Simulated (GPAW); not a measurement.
# Run report: SiBrCl, property calculation

- system: SiBrCl
- method: RPBE/dz(dzp), dispersion TS, scalar-relativistic datasets + spin-orbit (GPAW 26.7.0)

The geometry comes from this level: GFN2-xTB.

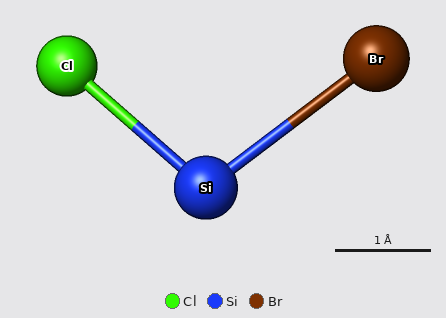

The structure as given in the input (ball-and-stick view, seen at a tilt).

## The input (sp.py)
```python
import numpy as np
from ase.calculators.vdwcorrection import vdWTkatchenko09prl
from ase.io import read
from ase.units import Debye
from gpaw import GPAW
from gpaw.analyse.hirshfeld import HirshfeldPartitioning
from gpaw.analyse.vdwradii import vdWradii
from gpaw.mpi import world
from gpaw.spinorbit import soc_eigenstates
from gpaw.utilities.adjust_cell import adjust_cell

# Set up the molecule
atoms = read("BrClSi.xyz")
adjust_cell(atoms, 4.5, h=0.22)

# DFT calculator
calculator = GPAW(mode="lcao",
                  basis="dz(dzp)",
                  h=0.22,
                  xc="RPBE",
                  maxiter=150,
                  symmetry="off",
                  legacy_gpaw=True,
                  txt="-")
atoms.calc = vdWTkatchenko09prl(HirshfeldPartitioning(calculator), vdWradii(atoms.get_chemical_symbols(), "PBE", world=world))

energy = atoms.get_potential_energy()
print(f"Energy                  {energy:.5f} eV")
forces = atoms.get_forces()
print("Forces (eV/Ang)")
for symbol, f in zip(atoms.symbols, forces):
    print(f'{symbol:2} {f[0]:9.4f} {f[1]:9.4f} {f[2]:9.4f}')
dipole = calculator.get_dipole_moment(atoms) / Debye
print(f"Dipole: {np.linalg.norm(dipole):.3f} D")
homo, lumo = calculator.get_homo_lumo()
print(f"HOMO = {homo:.3f} eV")
print(f"LUMO                    {lumo:.3f} eV")
print(f"Gap = {lumo - homo:.3f} eV")

soc = soc_eigenstates(calculator)
soc_levels = soc.eigenvalues()[0]
print("Levels with spin-orbit coupling (eV):")
print(soc_levels.round(3))
```

## File BrClSi.xyz
```
3

Cl     0.710910     1.431110     0.536160
Si    -0.755470     0.331720    -0.374250
Br     0.044560    -1.762830    -0.161910
```

Machine: 1 thread of Arm Neoverse V1, 112 GiB of memory available, shared host.

Launched with:
```bash
python sp.py > sp.log
```

## Log
```
___ ___ ___ _ _ _
 |   |   |_  | | | |
 | | | | | . | | | |
 |__ |  _|___|_____|  26.7.0
 |___|_|

units:  Angstrom and eV
cores:  1
OpenMP: False

Versions:
  Python: 3.12.14
  ASE:    3.29.0
  Numpy:  2.5.5
  Scipy:  1.18.1
  Libxc:  7.0.0

        _gpaw.cpython-312-aarch64-linux-gnu.so

Input parameters:
  basis: dz(dzp)
  h: 0.22
  maxiter: 150
  mode: lcao
  symmetry: off
  xc: RPBE

System changes: positions, numbers, cell, pbc, initial_charges, initial_magmoms

Initialize ...

species:
  Cl:
    name:    Chlorine
    Z:       17.0
    valence: 7
    core:    10
    charge:  0.0  # [|e|]
    file:    Cl.RPBE.gz
    compensation charges:
      type: gauss
      rc: 0.25  # [Å]
      lmax: 2
    cutoffs:
      filter: 1.40  # [Å]
      core: 1.49  # [Å]
    projectors
    | kind |    occ | energy [eV] | rcut [Å] |
    |------|--------|-------------|----------|
    |   3s |  2.000 |     -20.687 |    0.794 |
    |   3p |  5.000 |      -8.572 |    0.794 |
    |    s |        |       6.524 |    0.794 |
    |    p |        |      18.639 |    0.794 |
    |    d |        |       0.000 |    0.794 |

    LCAO basis set for Cl:
      Name: dz(dzp)
      File: Cl.dzp.basis.gz
      Number of radial functions: 4
      Number of spherical harmonics: 8
        l=0, rc=5.1719 Bohr: 3s-sz confined orbital
        l=1, rc=6.2656 Bohr: 3p-sz confined orbital
        l=0, rc=2.8281 Bohr: 3s-dz split-valence wave
        l=1, rc=3.5156 Bohr: 3p-dz split-valence wave
      Number of RI-basis functions 0

  Si:
    name:    Silicon
    Z:       14.0
    valence: 4
    core:    10
    charge:  0.0  # [|e|]
    file:    Si.RPBE.gz
    compensation charges:
      type: gauss
      rc: 0.33  # [Å]
      lmax: 2
    cutoffs:
      filter: 1.86  # [Å]
      core: 2.06  # [Å]
    projectors
    | kind |    occ | energy [eV] | rcut [Å] |
    |------|--------|-------------|----------|
    |   3s |  2.000 |     -10.793 |    1.058 |
    |   3p |  2.000 |      -4.075 |    1.058 |
    |    s |        |      16.418 |    1.058 |
    |    p |        |      23.136 |    1.058 |
    |    d |        |       0.000 |    1.058 |

    LCAO basis set for Si:
      Name: dz(dzp)
      File: Si.dzp.basis.gz
      Number of radial functions: 4
      Number of spherical harmonics: 8
        l=0, rc=6.8594 Bohr: 3s-sz confined orbital
        l=1, rc=9.0625 Bohr: 3p-sz confined orbital
        l=0, rc=3.8906 Bohr: 3s-dz split-valence wave
        l=1, rc=5.2344 Bohr: 3p-dz split-valence wave
      Number of RI-basis functions 0

  Br:
    name:    Bromine
    Z:       35.0
    valence: 7
    core:    28
    charge:  0.0  # [|e|]
    file:    Br.RPBE.gz
    compensation charges:
      type: gauss
      rc: 0.35  # [Å]
      lmax: 2
    cutoffs:
      filter: 1.98  # [Å]
      core: 2.38  # [Å]
    projectors
    | kind |    occ | energy [eV] | rcut [Å] |
    |------|--------|-------------|----------|
    |   4s |  2.000 |     -20.068 |    1.111 |
    |   4p |  5.000 |      -7.830 |    1.111 |
    |    s |        |       7.144 |    1.111 |
    |    p |        |      19.381 |    1.111 |
    |    d |        |       0.000 |    1.111 |

    LCAO basis set for Br:
      Name: dz(dzp)
      File: Br.dzp.basis.gz
      Number of radial functions: 4
      Number of spherical harmonics: 8
        l=0, rc=5.3594 Bohr: 4s-sz confined orbital
        l=1, rc=6.8125 Bohr: 4p-sz confined orbital
        l=0, rc=2.9375 Bohr: 4s-dz split-valence wave
        l=1, rc=3.8906 Bohr: 4p-dz split-valence wave
      Number of RI-basis functions 0

Reference energy: -91357.424924  # eV

Spin-paired calculation

Convergence criteria:
 Maximum [total energy] change in last 3 cyles: 0.0005 eV / valence electron
 Maximum integral of absolute [dens]ity change: 0.0001 electrons / valence electron
 Maximum integral of absolute [eigenst]ate change: 4e-08 eV^2 / valence electron
 Maximum number of scf [iter]ations: 150
 (Square brackets indicate name in SCF output, whereas a 'c' in
 the SCF output indicates the quantity has converged.)

Symmetries present (total): 1

  ( 1  0  0)
  ( 0  1  0)
  ( 0  0  1)

1 k-point (Gamma)
1 k-point in the irreducible part of the Brillouin zone
       k-points in crystal coordinates                weights
   0:     0.00000000    0.00000000    0.00000000          1/1

Wave functions: LCAO
  Diagonalizer: Serial LAPACK
  Atomic Correction: dense with blas
  Data-type: float

Occupation numbers: # Zero width

Eigensolver
   LCAO using direct dense diagonalizer

Densities:
  Coarse grid: 48*56*48 grid
  Fine grid: 96*112*96 grid
  Total Charge: 0.000000

Density mixing:
  Method: separate
  Backend: msr1
  Linear mixing parameter: 0.05
  old densities: 10
  Width of damping distribution: 1.1
  Damping of long wavelength oscillations: 1  # (no daming)

Hamiltonian:
  XC and Coulomb potentials evaluated on a 96*112*96 grid
  Using the RPBE Exchange-Correlation functional
  Interpolation: tri-quintic (5. degree polynomial)
  Poisson solver: FastPoissonSolver using
    Stencil: 6*3+1=19 point O(h^6) finite-difference Laplacian
    FFT axes: []
    FST axes: [np.int64(0), np.int64(2), np.int64(1)]

XC parameters: RPBE with 2 nearest neighbor stencil

Memory estimate:
  Process memory now: 219.79 MiB
  Calculator: 67.71 MiB
    Density: 48.68 MiB
      Arrays: 24.78 MiB
      Localized functions: 5.36 MiB
      Mixer: 18.54 MiB
    Hamiltonian: 16.62 MiB
      Arrays: 16.21 MiB
      XC: 0.00 MiB
      Poisson: 0.00 MiB
      vbar: 0.41 MiB
    Wavefunctions: 2.40 MiB
      C [qnM]: 0.00 MiB
      S, T [2 x qmm]: 0.01 MiB
      P [aqMi]: 0.00 MiB
      BasisFunctions: 2.39 MiB
      Eigensolver: 0.00 MiB

Total number of cores used: 1

Number of atoms: 3
Number of atomic orbitals: 24
Number of bands in calculation: 12
Number of valence electrons: 18
Bands to converge: occupied

... initialized

Initializing position-dependent things.

Density initialized from atomic densities
         .-------------------------.
        /|                         |
       / |                         |
      /  |                         |
     /   |                         |
    /    |                         |
   /     |                         |
  /      |                         |
 *       |                         |
 |       |           Cl            |
 |       |                         |
 |       |       Si                |
 |       |       Br                |
 |       .-------------------------.
 |      /                         /
 |     /                         /
 |    /                         /
 |   /                         /
 |  /                         /
 | /                         /
 |/                         /
 *-------------------------*

Atomic positions and initial magnetic moments

Positions:
   0 Cl     6.013190    7.756970    5.735205    ( 0.0000,  0.0000,  0.0000)
   1 Si     4.546810    6.657580    4.824795    ( 0.0000,  0.0000,  0.0000)
   2 Br     5.346840    4.563030    5.037135    ( 0.0000,  0.0000,  0.0000)

Unit cell:
           periodic     x           y           z      points  spacing
  1. axis:    no    10.560000    0.000000    0.000000    48     0.2200
  2. axis:    no     0.000000   12.320000    0.000000    56     0.2200
  3. axis:    no     0.000000    0.000000   10.560000    48     0.2200

  Lengths:  10.560000  12.320000  10.560000
  Angles:   90.000000  90.000000  90.000000

Effective grid spacing dv^(1/3) = 0.2200

iter:   1 00:00:02    -7.410583        c
iter:   2 00:00:02    -7.285125        c -1.02
iter:   3 00:00:02    -6.654967        c -1.06
iter:   4 00:00:03    -6.644249        c -1.82
iter:   5 00:00:03    -6.643346        c -2.28
iter:   6 00:00:03    -6.643059c       c -2.58
iter:   7 00:00:03    -6.643052c       c -3.42
iter:   8 00:00:04    -6.643051c       c -3.77
iter:   9 00:00:04    -6.643051c       c -4.54c

Converged after 9 iterations.

Dipole moment: (-0.157053, 0.066434, -0.078266) |e|*Ang

Energy contributions relative to reference atoms: (reference = -91357.424924)

Kinetic:        +40.944723
Potential:      -36.999554
External:        +0.000000
XC:             -10.819891
Entropy (-ST):   +0.000000
Local:           +0.231671
SIC:             +0.000000
--------------------------
Free energy:     -6.643051
Extrapolated:    -6.643051

 Band  Eigenvalues  Occupancy
    0    -21.57532    2.00000
    1    -20.15262    2.00000
    2    -12.68542    2.00000
    3     -9.68916    2.00000
    4     -8.85337    2.00000
    5     -8.67363    2.00000
    6     -7.56054    2.00000
    7     -7.14936    2.00000
    8     -6.23418    2.00000
    9     -3.65826    0.00000
   10     -0.70113    0.00000
   11     -0.18699    0.00000

Fermi level: -4.94622

Gap: 2.576 eV
Transition (v -> c):
  (s=0, k=0, n=8, [0.00, 0.00, 0.00]) -> (s=0, k=0, n=9, [0.00, 0.00, 0.00])
No difference between direct/indirect transitions

Forces in eV/Ang:
  0 Cl    2.61994    2.16750    1.66494
  1 Si   -3.36395   -0.01070   -1.82445
  2 Br    0.69127   -2.17133    0.14367

vdWTkatchenko09prl
vdW correction: -0.22072141236131498
Energy:         -6.863772455371063

Forces in eV/Ang:
  0 Cl    2.78586    2.21001    1.75931
  1 Si   -3.72232    0.30056   -1.98574
  2 Br    0.88372   -2.52509    0.21059
Energy                  -6.86377 eV
Forces (eV/Ang)
Cl    2.7859    2.2100    1.7593
Si   -3.7223    0.3006   -1.9857
Br    0.8837   -2.5251    0.2106
Dipole: 0.901 D
HOMO = -6.234 eV
LUMO                    -3.658 eV
Gap = 2.576 eV
Levels with spin-orbit coupling (eV):
[-21.575 -21.575 -20.153 -20.153 -12.687 -12.687  -9.701  -9.701  -8.861
  -8.861  -8.668  -8.668  -7.597  -7.597  -7.117  -7.117  -6.221  -6.221
  -3.656  -3.656  -0.699  -0.699  -0.186  -0.186]
```

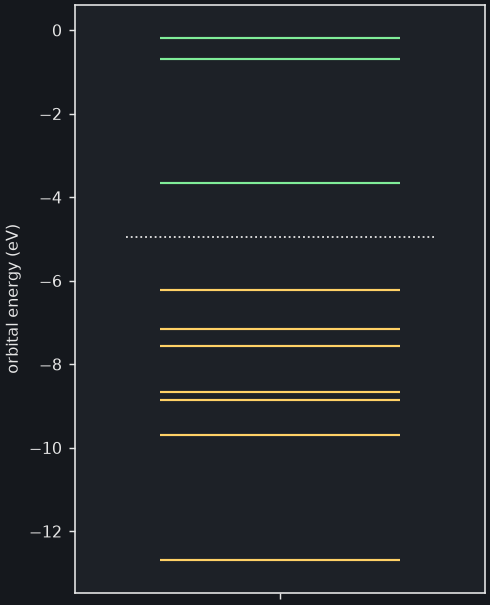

Orbital energies near the frontier; the dotted line parts filled from empty levels, and levels within 0.02 eV of each other stand side by side. Highest filled −6.23 eV, lowest empty −3.66 eV, 2.57 eV apart.

## Key numbers

```tsv
quantity	value
outcome	converged
energy relative to the program's reference atoms	−6.8638 eV
dispersion energy	−0.008111 hartree
basis functions	24
largest force	4.230 eV/Å
HOMO	−6.23 eV
LUMO	−3.66 eV
dipole moment	0.90 D
wall time	5.8 s
peak memory	0.36 GiB
```

On so coarse a grid the energy depends on the position of the molecule, which gives spurious forces.
